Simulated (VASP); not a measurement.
Band structure of NiSi₂ (fluorite). These are PBEsol GGA, VASP's PBE PAW potentials (set 64) (plane waves; VASP 6.6.1) values and carry that method's errors.

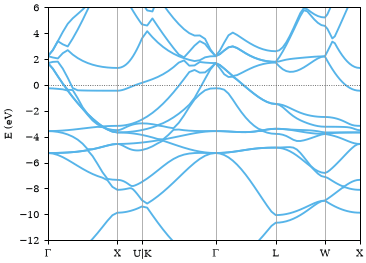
Figure: Bands along high-symmetry lines, zero at the valence-band maximum or, without a gap, the Fermi level

**Question.** Read the plot: is there a gap, and where are the band edges?

**Answer.** It has no gap at this level: it comes out as a metal or semimetal. (Edges off the drawn lines would not show.)

The compound is NiSi2 in the fluorite structure. It was relaxed first. The run is not spin-polarised, so no magnetic state was tried.
